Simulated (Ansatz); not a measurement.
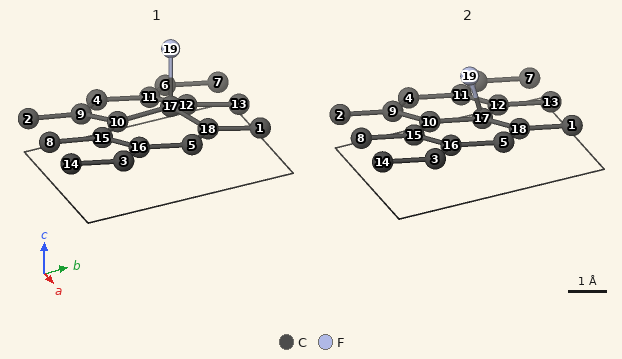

Two geometries of a slab of composition C18F, drawn at one scale. One is the start of a relaxation, the other its converged end. The picture is a ball-and-stick view of the cell of the calculation, outlined in the plane, without the vacuum (origin shifted), seen slightly off an axis.

Level of theory: Ansatz 0.2.0, DFT PBE, scalar-relativistic, plane waves, PAW. (plane-wave cutoff 420 eV; k-point mesh 2 × 2 × 1; occupations gaussian; smearing width 0.05 eV; collinear spin; atoms relaxed in a fixed cell; force threshold 0.03 eV/Å; at most 60 steps)

Q: Which one is relaxed?

A: Structure 1 is the relaxed one. It is F on graphene monolayer, set down by a guess. The run prepares an end point of a later path (adatom hop) calculation, from a guessed geometry. After 6 accepted moves (7 points after the start) the energy has fallen by 3.941 eV per cell of the calculation. The largest force component goes from 13 to 0.019 eV/Å. The line search rejected the trial step at point 5 of the run. F19 moves most relative to the layer's centre: 0.80 Å at 35° to the normal (+c side). By element the largest moves are F 0.80 Å, C 0.33 Å. The lattice vectors keep their values. Near-neighbour distances that change, for instance: C10–F19 1.635 → 2.381 Å, C17–F19 1.343 → 1.572 Å, C10–C17 1.424 → 1.474 Å, C10–C15 1.424 → 1.415 Å. Among the angles between lasting bonds that change: C10–C17–F19 72.4° → 102.8°, C18–C17–F19 88.6° → 102.8°, C12–C17–F19 109.1° → 102.9°. The program noted that the starting moments weren't kept. The run may lie on a higher electronic state than the lowest, so the end point isn't shown to be the ground-state structure.

Limits of the set-up: the k-point mesh is coarse for a cell with partly filled bands; the periodic images lie only 7.4 Å apart, so the values are limited by the cell's size.
